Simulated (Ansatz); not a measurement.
The figure comes from a scan of MgH₂ (rutile): volume and axial ratio are varied about the relaxed values (subscript 0). These are PBE (plane waves to 420 eV, PAW, scalar-relativistic; Ansatz, a first-principles code) values and carry that method's errors. k mesh 7×7×11 (Γ-centred), Fermi-Dirac smearing 0.05 eV. E stands for the smeared free energy. As the atoms are clamped, bonds stretch with the cell, which overstates energies and stresses. MgH2 was relaxed with its symmetry unable to fall. ΔE is measured from the relaxed starting cell.

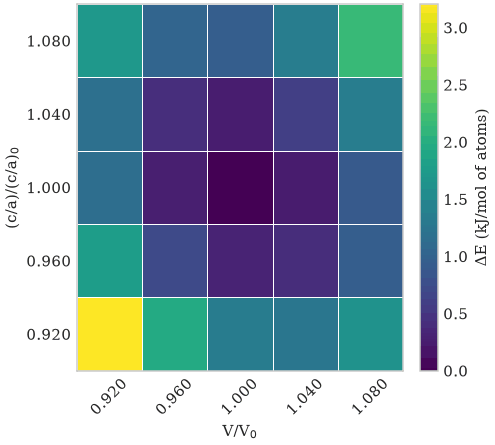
Figure: ΔE (kJ/mol of atoms), one tile a computed point.

### Question
Turn the plot into a table (rounded to what can be read).

### Answer
To the nearest 0.5:

ΔE (kJ/mol of atoms), with V/V₀ across and (c/a)/(c/a)₀ down:

```csv
(c/a)/(c/a)₀ \ V/V₀,0.920,0.960,1.000,1.040,1.080
0.920,3.0,2.0,1.5,1.5,1.5
0.960,2.0,0.5,0.5,0.5,1.0
1.000,1.0,0.5,0.0,0.0,1.0
1.040,1.0,0.5,0.5,0.5,1.5
1.080,1.5,1.0,1.0,1.5,2.0
```

(A scan under strain: stresses follow from slopes of the energy per volume, elastic moduli from its curvatures.)
